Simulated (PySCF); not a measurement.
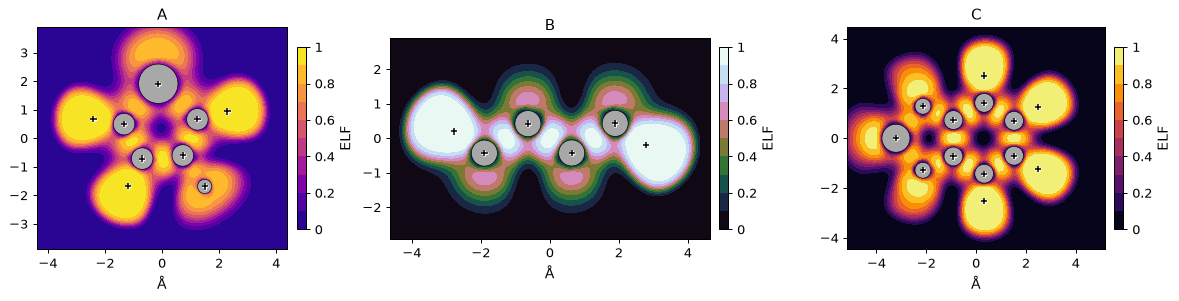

The ELF of 3 systems, each on a plane through atoms (crosses mark nuclei in the plane; grey discs cover the cores).

These are results of DFT single point, gas phase, functional M06-2X in PySCF 2.14.0, density-fitted response routines, not measurements.

System 1: C$_{6}$H$_{4}$N$_{2}$S (charge −1, doublet), the molecular plane. Geometry: PBE0-D3(BJ)/def2-SVP.

```yaml
atoms:
  - { symbol: C, position_ang: [-1.4761, 0.7833, 0.1712] }
  - { symbol: C, position_ang: [-1.5620, -0.6137, 0.0889] }
  - { symbol: C, position_ang: [-0.4135, -1.3978, -0.0605] }
  - { symbol: C, position_ang: [0.8565, -0.7788, -0.1297] }
  - { symbol: N, position_ang: [2.0396, -1.3982, -0.2721] }
  - { symbol: S, position_ang: [3.1953, -0.1798, -0.2901] }
  - { symbol: N, position_ang: [2.1972, 1.1600, -0.1163] }
  - { symbol: C, position_ang: [0.9461, 0.6770, -0.0423] }
  - { symbol: C, position_ang: [-0.2395, 1.4337, 0.1074] }
  - { symbol: H, position_ang: [-2.3905, 1.3748, 0.2868] }
  - { symbol: H, position_ang: [-2.5424, -1.0988, 0.1418] }
  - { symbol: H, position_ang: [-0.4724, -2.4875, -0.1253] }
  - { symbol: H, position_ang: [-0.1648, 2.5224, 0.1707] }
```

System 2: C$_{4}$H$_{10}$ (n-butane), the plane of atoms C1, C2 and C3. Geometry: GFN2-xTB.

```yaml
atoms:
  - { symbol: C, position_ang: [1.8728, -0.5150, 0.3588] }
  - { symbol: C, position_ang: [0.4401, -0.0635, 0.6143] }
  - { symbol: C, position_ang: [-0.4404, -0.2232, -0.6227] }
  - { symbol: C, position_ang: [-1.8724, 0.2288, -0.3643] }
  - { symbol: H, position_ang: [2.3228, 0.0744, -0.4373] }
  - { symbol: H, position_ang: [2.4778, -0.3982, 1.2552] }
  - { symbol: H, position_ang: [1.8962, -1.5617, 0.0627] }
  - { symbol: H, position_ang: [0.4392, 0.9845, 0.9230] }
  - { symbol: H, position_ang: [0.0164, -0.6486, 1.4338] }
  - { symbol: H, position_ang: [-0.4409, -1.2716, -0.9303] }
  - { symbol: H, position_ang: [-0.0178, 0.3613, -1.4431] }
  - { symbol: H, position_ang: [-1.8958, 1.2770, -0.0729] }
  - { symbol: H, position_ang: [-2.4804, 0.1070, -1.2578] }
  - { symbol: H, position_ang: [-2.3190, -0.3573, 0.4363] }
```

System 3: C$_{4}$H$_{3}$FSe, the molecular plane. Geometry: PBE0-D3(BJ)/def2-SVP.

```xyz
9

F    -1.6612   -1.5204   -0.0426
C    -0.7852   -0.5208   -0.0260
C     0.6164   -0.7796    0.0378
C     1.3749    0.3542    0.0441
Se    0.3333    1.8871   -0.0329
C    -1.1594    0.7897   -0.0708
H     1.0225   -1.7913    0.0767
H     2.4611    0.4196    0.0861
H    -2.1755    1.1750   -0.1208
```

Q: Which map belongs to which system?

A: Panel A is system 3, C$_{4}$H$_{3}$FSe: the plane holds F, C, Se and H. C–F (1.33 Å): the ELF peaks at about 0.85 between the atoms (a shared but strongly polarised pair). Panel B is system 2, C$_{4}$H$_{10}$: the plane holds C and H. C–C (1.52 Å): the ELF peaks at about 0.95 between the atoms: localised, covalent bonding. Panel C is system 1, C$_{6}$H$_{4}$N$_{2}$S: the plane holds C, N, S and H. C–N (1.34 Å): the ELF peaks at about 0.90 between the atoms; localised, covalent bonding.
